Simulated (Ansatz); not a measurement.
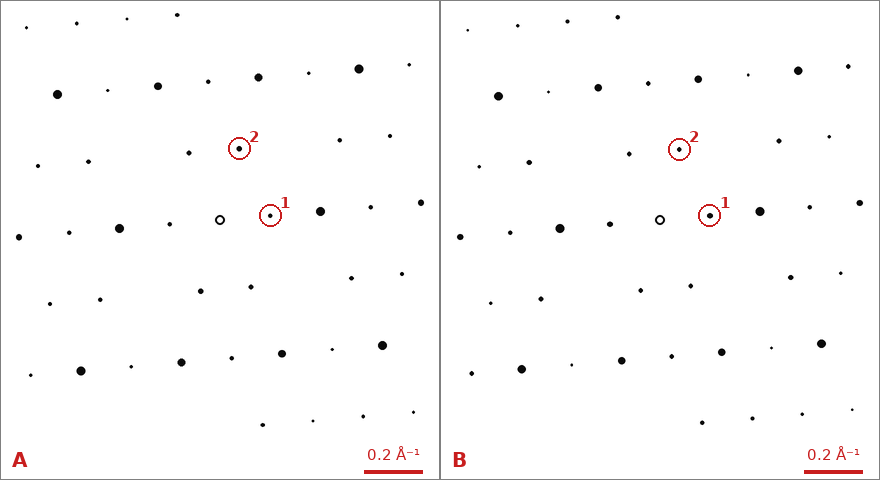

Kinematic electron diffraction patterns (200 kV, B = 0.5 Å², same scale) along [011] of the run's own cell, for the start and the end of one relaxation of Sb3S with DFT PBE, scalar-relativistic, plane waves, PAW (Ansatz). k mesh 6×6×8. The start is a generated model structure, and the relaxation ends in the nearest stationary point of its symmetry, not necessarily the ground state. Spot 1 is -1 0 0 and spot 2 is 0 -1 1 in both.

Start structure:

```yaml
crystal:
  lattice:
    - [6.53387, 0.00000, 0.00000]
    - [-3.26694, 5.65850, 0.00000]
    - [0.00000, 0.00000, 5.30044]
  atoms:
    - { symbol: Sb, position: [0.83564, 0.67128, 0.25000] }
    - { symbol: Sb, position: [0.16436, 0.83564, 0.75000] }
    - { symbol: Sb, position: [0.32872, 0.16436, 0.25000] }
    - { symbol: Sb, position: [0.16436, 0.32872, 0.75000] }
    - { symbol: Sb, position: [0.83564, 0.16436, 0.25000] }
    - { symbol: Sb, position: [0.67128, 0.83564, 0.75000] }
    - { symbol: S, position: [0.33333, 0.66667, 0.25000] }
    - { symbol: S, position: [0.66667, 0.33333, 0.75000] }
```

> Which pattern belongs to the start structure, and which to the relaxed one?

A is the start: its cell gives d(1) = 5.658 Å, d(2) = 3.868 Å and an angle of 70.0°. B is the relaxed structure, with d(1) = 5.691 Å (+0.6 %), d(2) = 3.912 Å (+1.1 %) and 69.9°.

> Name reflections whose intensity changes strongly on relaxation.

1 0 0 goes from 6.4 to 13 % of the strongest spot.

> Summarise the relaxation behind the change.

The volume changed by +2.8 % to 25.18 Å³ an atom; with the mean shift removed, the atoms moved by up to 0.06 Å relative to the cell (Sb most); the space group stayed P6_3/mmc (No. 194); the free energy fell by 4.9 meV an atom. Relaxed cell: a = 6.571 Å, b = 6.571 Å, c = 5.388 Å, α = 90.00°, β = 90.00°, γ = 120.00°.
